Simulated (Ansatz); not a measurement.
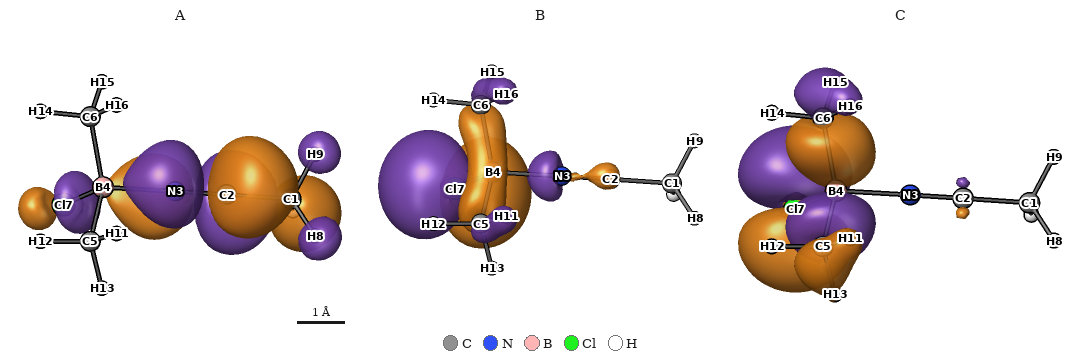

*C4H9BClN (SMILES CC#[N+][B-](C)(C)Cl). Three frontier orbitals at ±0.1 Å⁻³ᐟ² (orange and purple are the two phases), in no order.*

Geometry: PBE0-D4/def2-TZVP.

The calculation used Ansatz, RKS PBE0-D4/def2-TZVPP.

```xyz
16

C     2.1815    0.5254    2.1641
C     1.2000    0.3750    1.1194
N     0.4294    0.2743    0.2847
B    -0.6335    0.1694   -0.8948
C    -0.2402   -1.1187   -1.7596
C    -2.0819    0.1601   -0.2136
Cl   -0.3181    1.7666   -1.8401
H     2.8886   -0.3049    2.1302
H     1.6876    0.5404    3.1369
H     2.7205    1.4635    2.0195
H    -0.3377   -2.0455   -1.1831
H    -0.9217   -1.1938   -2.6112
H     0.7758   -1.0700   -2.1611
H    -2.8416    0.1392   -0.9996
H    -2.2725    1.0465    0.3977
H    -2.2362   -0.7273    0.4105
```

Order the three orbitals by energy and name them.

B is the HOMO−1 (−7.45 eV). By Hirshfeld shares it lies mainly on Cl7 (about 85 %); largely a lone pair of Cl7. C is the HOMO (−6.98 eV). It lies mainly on Cl7 (about 65 %), C5 (about 10 %), C6 (about 10 %) and B4 (about 10 %). A is the LUMO (−0.81 eV). Its weight (Hirshfeld) is mainly on C2 (about 35 %), N3 (about 30 %), C1 (about 10 %) and H10 (about 10 %); π-antibonding (π*) across C2–N3.

What is the HOMO–LUMO gap?

6.17 eV between the orbital energies.
